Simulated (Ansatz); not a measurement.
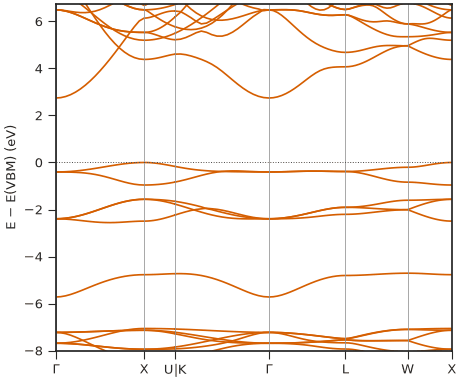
Band structure from DFT-r²SCAN in the program Ansatz with PAW potentials

Q: Read off the gap and where the band edges lie.

A: About 2.7 eV (2.74 eV by a search for the band edges); maximum at X, minimum at Γ.

Q: Which of these materials gives this?
A. Cs2NaAlH6, Fm-3m (Cs on 8c, Na on 4b, Al on 4a, H on 24e)
B. BeTe, zinc blende
C. CdS, zinc blende

A: A, Cs2NaAlH6, Fm-3m (Cs on 8c, Na on 4b, Al on 4a, H on 24e)

The workflow started from a Materials Project entry (that database holds measured and hypothetical structures alike); the Crystallography Open Database copy checked does not list it. Its standing as an ambient phase is unchecked. The r²SCAN relaxation kept the symmetry of its start; whether a distortion lowers the energy is not shown. Spin–orbit coupling is left out wherever it is not named.

Potentials: the later of the program's two PAW sets.
